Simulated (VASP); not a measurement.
Band structure of Cd$_{4}$SeTe$_{3}$ (ordered alloy cell). Level of theory: PBEsol GGA, VASP's PBE PAW potentials (set 64) (plane waves; VASP 6.6.1).

Unless said otherwise, spin-orbit coupling is left out, though it shifts the bands of the heavy elements here.

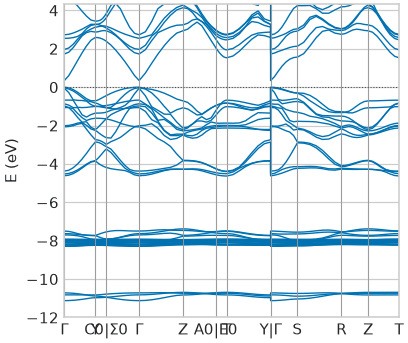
Fig. 1. Bands along high-symmetry lines, zero at the valence-band maximum or, without a gap, the Fermi level

### Question
Read the plot: is there a gap, and where are the band edges?

### Answer
The gap is direct, 0.34 eV, from the valence maximum at Γ to the conduction minimum at Γ. (Edges off the drawn lines would not show.)

The structure was generated: Cd4SeTe3 was put into an ordered model structure (Amm2), which need not be its known phase. It was relaxed first.
